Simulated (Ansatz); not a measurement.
**CCSD(T)/3-21G run of SiH4 (SMILES [H][Si]([H])([H])[H])**

Aim: the energy change on altering one bond length of SiH4 at CCSD(T)/3-21G, from 2 runs. 

Program for the calculation: Ansatz 0.2.0.

51 further runs of the same task are left out: 51 set aside as unsound or not needed.

## (1) The system as given

SiH4: 5 atoms, total charge 0, spin state singlet. SMILES: `[H][Si]([H])([H])[H]`. Geometry: relaxed at GFN2-xTB.

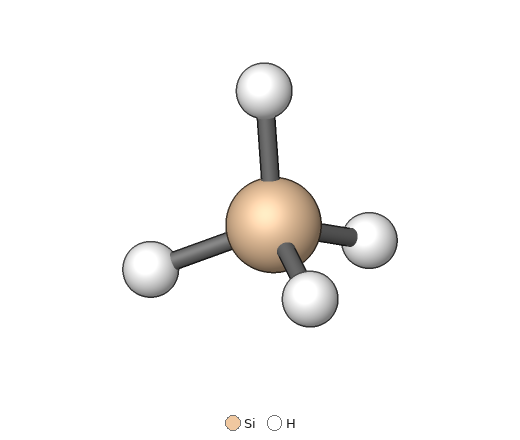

The structure, seen from a chosen angle (silicon light orange, hydrogen white).

## (2) A single-point energy at CCSD(T)/3-21G

Input file input.yaml:

```yaml
crystal:
  periodic: [false, false, false]
  atoms:
    - {symbol: Si, position_ang: [0.000060, -0.000040, 0.000090]}
    - {symbol: H, position_ang: [0.011300, -0.019430, 1.460880]}
    - {symbol: H, position_ang: [1.373450, 0.011260, -0.497760]}
    - {symbol: H, position_ang: [-0.696580, 1.196700, -0.465720]}
    - {symbol: H, position_ang: [-0.688230, -1.188490, -0.497490]}
basis:
  gaussian: {orbitals: 3-21G.json}
correlation: {method: ccsd_t, frozen_orbitals: {H: 0, Si: 5}}
accuracy: high
scf: {omitted_lower_state_checks: [cluster_reference, increment]}
```

The basis set 3-21G is read from a file made from the Basis Set Exchange's data (not shown).

Launch:

```console
ansatz run input.yaml --threads 1 --pin off --max-ram 2610MiB --events-out events.jsonl --progress --plain --runs-dir runs
```

Standard output, cut to the lines that bear on the results:

```text
Warning: RAYON_NUM_THREADS=1 ignored (pool sized by the plan → 1); use --threads N
Functional definition: HF
  name "HF"
[...]
424 factors; integrals over basis functions are off by at most 3.8e-9 eV
[...]
mean field -7882.75744278 eV, -289.6859928973 hartree, gradient 4.6e-9 eV, S^2 0.000000; 0 other end points of the search recorded, 0 dependent functions left out
5 core orbitals not correlated: weight in the atoms' cores, before any rotation towards them, 1.000 or more for the frozen orbitals, at most 0.000 for the correlated occupied ones
reference -7882.75744278 eV, -289.6859928973 hartree; 4, 4 occupied and 12, 12 virtual orbitals, 424 factors
second order -1.69984429 eV of doubles, -0.00000000 eV of singles
cycle   1  -2.11750357 eV  change   -4.2e-1 eV  update   5.1e-2
[...]
cycle  17  -2.31654137 eV  change  -6.7e-10 eV  update  3.8e-10
perturbative correction -0.02340172 eV, -0.0008599972 hartree
Total energy: -7885.09738587 eV, -289.7719842196 hartree
Checks for a lower state left out: cluster_reference, increment
```

Wall time 0.14 s (1 thread of Intel Xeon Platinum 8488C (Sapphire Rapids), shared host).

## (3) The distorted shape at the same level

Input file job.yaml:

```yaml
crystal:
  periodic: [false, false, false]
  atoms:
    - {symbol: Si, position_ang: [0.174206, -0.299201, 0.116533]}
    - {symbol: H, position_ang: [0.185446, -0.318591, 1.577323]}
    - {symbol: H, position_ang: [1.547596, -0.287901, -0.381317]}
    - {symbol: H, position_ang: [-0.696580, 1.196700, -0.465720]}
    - {symbol: H, position_ang: [-0.514084, -1.487651, -0.381047]}
basis:
  gaussian: {orbitals: 3-21G.json}
accuracy: high
correlation: {method: ccsd_t, frozen_orbitals: {H: 0, Si: 5}}
scf: {omitted_lower_state_checks: [cluster_reference, increment]}
```

The basis set 3-21G is read from a file made from the Basis Set Exchange's data (not shown).

Launch:

```console
ansatz run job.yaml --threads 1 --pin off --max-ram 2610MiB --events-out events.jsonl --progress --plain --runs-dir runs
```

Standard output, cut to the lines that bear on the results:

```text
Warning: RAYON_NUM_THREADS=1 ignored (pool sized by the plan → 1); use --threads N
Functional definition: HF
  name "HF"
[...]
423 factors; integrals over basis functions are off by at most 4.3e-9 eV
[...]
mean field -7882.09072311 eV, -289.6614914015 hartree, gradient 4.6e-8 eV, S^2 0.000000; 0 other end points of the search recorded, 0 dependent functions left out
5 core orbitals not correlated: weight in the atoms' cores, before any rotation towards them, 1.000 or more for the frozen orbitals, at most 0.000 for the correlated occupied ones
reference -7882.09072311 eV, -289.6614914015 hartree; 4, 4 occupied and 12, 12 virtual orbitals, 423 factors
second order -1.78298492 eV of doubles, -0.00000000 eV of singles
cycle   1  -2.23724034 eV  change   -4.5e-1 eV  update   5.8e-2
[...]
cycle  20  -2.48208930 eV  change   4.0e-10 eV  update  1.2e-10
perturbative correction -0.02959263 eV, -0.0010875092 hartree
Total energy: -7884.60240505 eV, -289.7537940102 hartree
Checks for a lower state left out: cluster_reference, increment
```

It took 0.14 s on 1 thread of Intel Xeon Platinum 8488C (Sapphire Rapids), shared host.

## (4) What came out

At CCSD(T)/3-21G, 5 core orbitals frozen:

| quantity | value |
| --- | --- |
| first shape: total energy | -289.77198 Eh |
| first shape: correlation energy (5 core orbitals frozen) | -86.0 mEh |
| first shape: (T) correction | -0.86 mEh |
| first shape: T1 diagnostic | 0.008 |
| distorted shape: total energy | -289.75379 Eh |
| distorted shape: correlation energy (5 core orbitals frozen) | -92.3 mEh |
| distorted shape: (T) correction | -1.09 mEh |
| distorted shape: T1 diagnostic | 0.010 |
| energy change with the Si1–H4 bond stretched from 1.461 to 1.826 Å | 0.495 eV |

What this shows: With the Si1–H4 bond stretched from 1.461 to 1.826 Å the energy rises by 0.49 eV (47.8 kJ/mol). The first shape isn't relaxed at this level, so the change isn't measured from a minimum. The triples (first shape) make up 1.0 % of the correlation energy. The triples (distorted shape) make up 1.2 % of the correlation energy.
